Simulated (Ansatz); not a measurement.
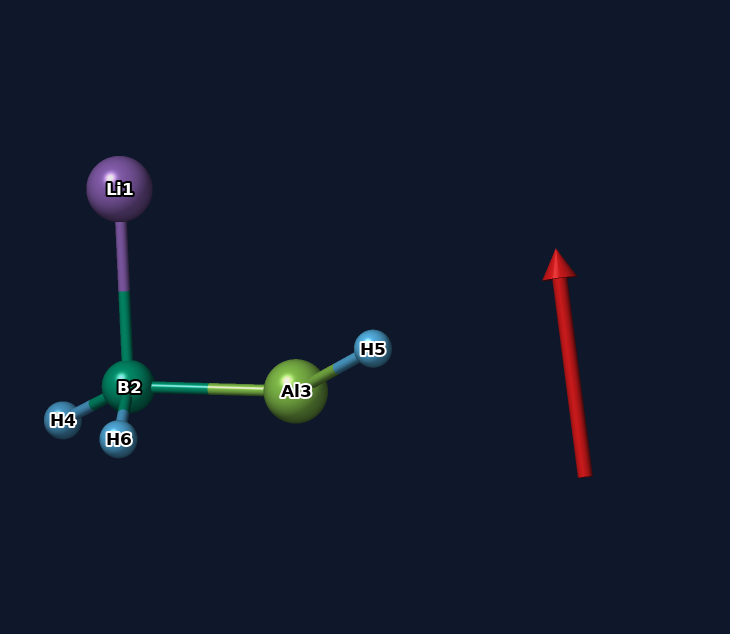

The arrow beside the molecule shows the direction of the dipole moment, from the negative to the positive end (its length means nothing). The geometry was computed by an optimisation with PBE-D4/def2-SVP. No frequency run is at hand to confirm it as a minimum. Properties computed with RKS PBE-D4/def2-SVP (Ansatz 0.2.0).

Question: Estimate the dipole moment.

Answer: 5.61 D; it points from the side of H6 to the side of Li1 (the outermost atoms at the two ends).
